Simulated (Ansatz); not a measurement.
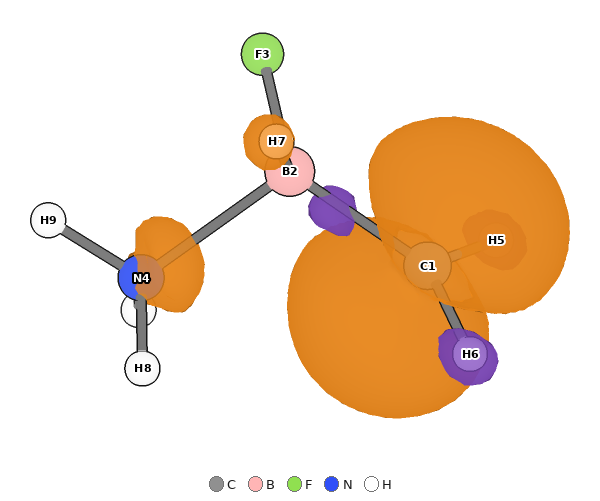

Figure 1: CH₆BFN (doublet). Isosurfaces of the spin density at +0.03 (orange) and −0.03 e/Å³ (purple), seen at an oblique angle.

Geometry: B3LYP-D3(BJ)/def2-SVP.

All numbers below come from isolated molecule in a Gaussian basis; Kohn-Sham density functional theory, functional PBE0 in Ansatz.

```yaml
atoms:
  - { symbol: C, position_ang: [-0.4558, -1.4898, -0.7188] }
  - { symbol: B, position_ang: [-0.5165, -0.5480, 0.5489] }
  - { symbol: F, position_ang: [0.6931, 0.0651, 0.8889] }
  - { symbol: N, position_ang: [-1.4733, 0.7945, 0.1230] }
  - { symbol: H, position_ang: [0.4726, -1.6440, -1.2839] }
  - { symbol: H, position_ang: [-1.2894, -2.1232, -1.0496] }
  - { symbol: H, position_ang: [-1.1341, -0.9998, 1.5168] }
  - { symbol: H, position_ang: [-2.4243, 0.5145, -0.1253] }
  - { symbol: H, position_ang: [-1.5200, 1.4542, 0.9045] }
  - { symbol: H, position_ang: [-1.0580, 1.2736, -0.6809] }
```

**Where is the unpaired spin?**

The unpaired spin (1 electron) lies mostly on C1 (about 0.7) and B2 (about 0.1), in electrons by Hirshfeld's partition.
